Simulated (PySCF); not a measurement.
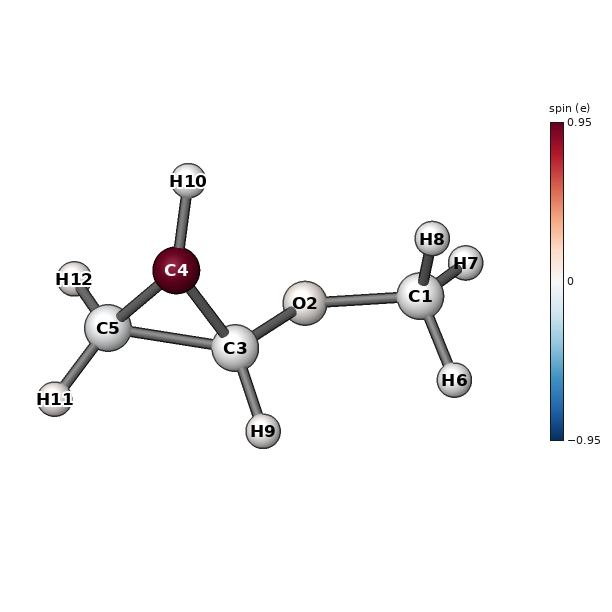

Atoms are coloured by their Mulliken spin populations. State: neutral, doublet. Computed geometry: GFN2-xTB optimisation. No frequency run is at hand to confirm it as a minimum. Properties computed with UKS B3LYP, pcH-1 on C H O, non-relativistic (PySCF 2.14.0).

Which atom carries the largest spin population?

Answer. C4 (0.93 e).

Which atom has the lowest spin population?

Answer. C5, H10 (−0.02 e); a negative value comes from spin polarisation.

Give the Mulliken spin populations atom by atom.

```tsv
atom	value (e)
C1	0.00
O2	0.03
C3	−0.01
C4	0.93
C5	−0.02
H6	0.00
H7	0.00
H8	0.00
H9	0.02
H10	−0.02
H11	0.04
H12	0.02
```

Mulliken values depend strongly on the basis set.
